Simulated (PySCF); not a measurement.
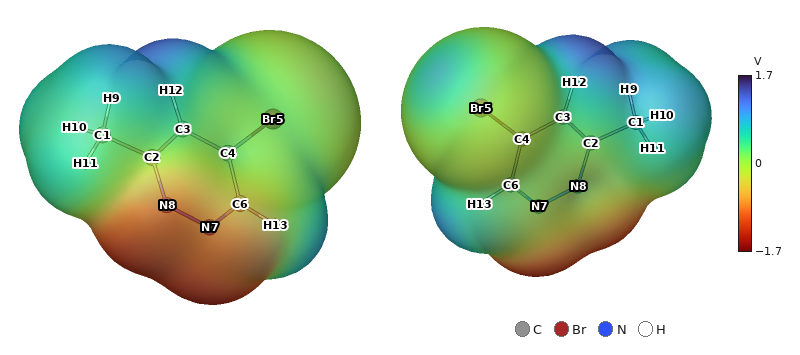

Figure. C5H5BrN2, SMILES `Cc1cc(Br)cnn1`. Electrostatic potential on the surface of electron density 0.001 a.u. (back view left, front view right).

Level of theory: PBE0/aug-cc-pVDZ (PySCF), at a geometry from GFN2-xTB. No frequency check shows the geometry to be a minimum. GFN2-xTB bond lengths at metals and heavier atoms can be off by up to 0.1 Å and shapes distorted, which carries into these values.

Where are the extremes of the potential on the surface?

Answer. Highest: 1.29 V, 1.3 Å from H12. Further maxima include 0.94 V, 1.3 Å from H10; 0.92 V, 1.3 Å from H13. Lowest: −1.60 V, 1.9 Å from N7. Further minima include −0.18 V, 2.3 Å from Br5, and at like points elsewhere. The surface is sampled at points, so like sites can differ by a few per cent and only the strongest of them is named.

Does Br5 carry a σ-hole?

Answer. Yes: a local maximum of +0.79 V lies on the extension of the C4–Br5 bond.

Run time: 77 s on 1 thread of Intel(R) Xeon(R) Processor @ 2.50GHz (Skylake/Cascade Lake), on a shared host, peak memory 1 GiB.
